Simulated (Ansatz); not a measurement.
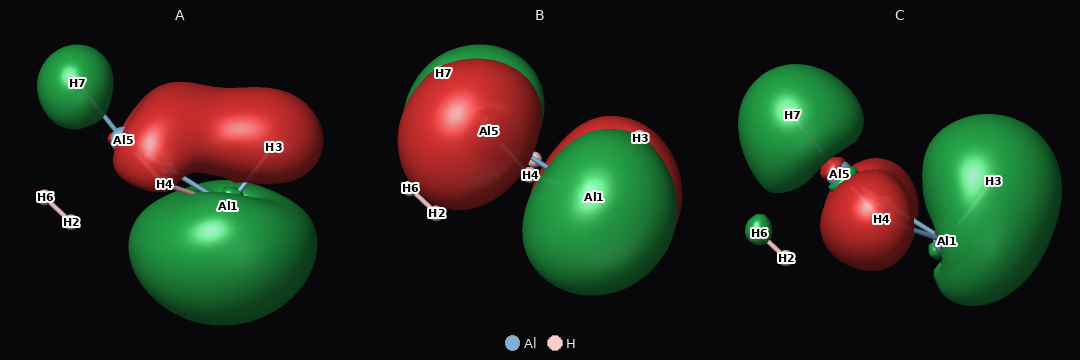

*Al2H4···H2 ((H2Al-mu-H)2) (charge +1, doublet). Three frontier orbitals at ±0.06 Å⁻³ᐟ² (green and red are the two phases), in no order.*

Geometry: PBE0-D4/def2-TZVP.

Level of theory: UKS PBE0-D4/def2-TZVP in Ansatz.

```
atom    x (Å)    y (Å)    z (Å)
  Al  -0.7098   0.4032  -1.7609
   H   1.0058   1.3394   0.9287
   H  -1.4554  -0.9297  -2.1684
   H  -1.1864   0.4638   0.0364
  Al   0.0827  -0.4785   0.5588
   H   1.1684   0.9573   1.5731
   H   0.3063  -1.4231   1.7752
   H   0.7884  -0.3324  -0.9430
```

**Which picture is the HOMO−1, the HOMO and the LUMO? All are α orbitals.**

C is the HOMO−1 (α) (−14.51 eV). It lies mainly on H3 (about 35 %), Al1 (about 30 %), Al5 (about 10 %) and H7 (about 10 %). A is the HOMO (α) (−11.43 eV). It lies mainly on Al1 (about 70 %), Al5 (about 10 %) and H3 (about 10 %). B is the LUMO (α) (−6.31 eV). It lies mainly on Al1 (about 50 %) and Al5 (about 30 %); π-antibonding (π*) across Al1–Al5.

**What is the gap between the highest occupied and lowest empty α orbitals?**

5.12 eV between the orbital energies.
